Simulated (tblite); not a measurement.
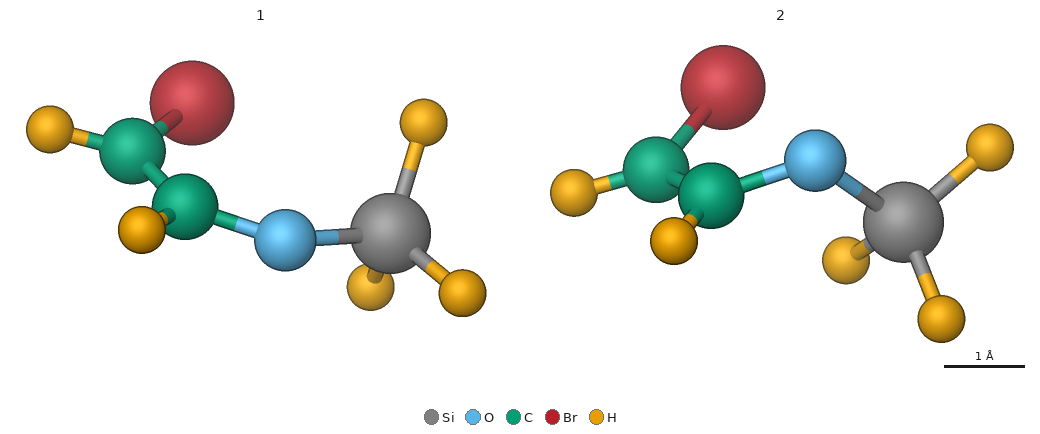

Two geometries of C$_{2}$H$_{5}$BrOSi, drawn at one scale. One is the start of a relaxation, the other its converged end. Style: ball-and-stick. Shown from a free direction.

The calculation used GFN2-xTB geometry optimisation, gas phase (tblite 0.8.0). 

Which one is relaxed?

Structure 1 is the relaxed one. The largest move after the best rigid fit is that of the O atom, 1.02 Å. By element the largest moves are O 1.02 Å, H 0.86 Å, Br 0.30 Å, C 0.25 Å, Si 0.17 Å. Some distances before and after: Br–Si 3.156 → 3.360 Å, O–Si 1.747 → 1.641 Å, C–O 1.375 → 1.323 Å, Br–C 1.912 → 1.888 Å. Bond angles that change, for instance: Si–O–C 115.8° → 137.8°, O–C–C 115.9° → 129.8°, O–C–H 123.8° → 112.5°. Groups turn about O–Si by about 90°, C–O by about 70°. After 81 geometry steps the energy has fallen by 15.3 kcal/mol. Cost: 0.65 s on 1 thread of Arm Neoverse N1 (shared host).
